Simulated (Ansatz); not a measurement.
The figure comes from a scan of WC (WC type, space group P-6m2): volume and axial ratio are varied about the relaxed values (subscript 0). These are PBEsol (plane waves to 420 eV, PAW, scalar-relativistic; Ansatz, a quantum-chemistry and plane-wave program) values and carry that method's errors. k mesh 18×18×16 (Γ-centred), Fermi-Dirac smearing 0.05 eV. E stands for the smeared free energy. With partly filled bands, the response to shear is sensitive to the k mesh, so small differences along c/a are uncertain. Spin-orbit coupling is left out, though W is heavy. WC is run without spin polarisation. WC was relaxed with its symmetry unable to fall. ΔE is measured from the relaxed starting cell.

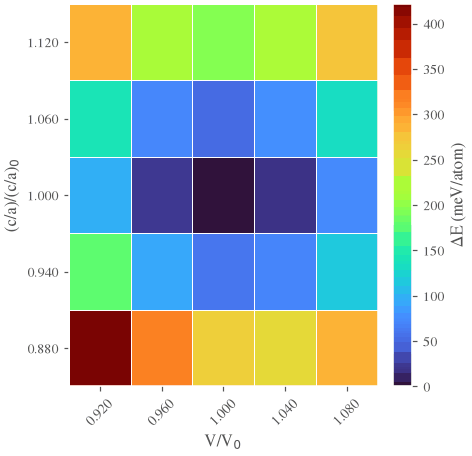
ΔE (meV/atom), one tile a computed point.

Q: List the plotted points as numbers.

A: To the nearest 50:

ΔE (meV/atom), with V/V₀ across and (c/a)/(c/a)₀ down:

```tsv
(c/a)/(c/a)₀ \ V/V₀	0.920	0.960	1.000	1.040	1.080
0.880	400	300	250	250	300
0.940	200	100	50	50	100
1.000	100	0	0	0	50
1.060	150	50	50	100	150
1.120	300	200	200	200	250
```

(Under strain, the slope of the energy per volume gives the stress and its curvature an elastic modulus.)
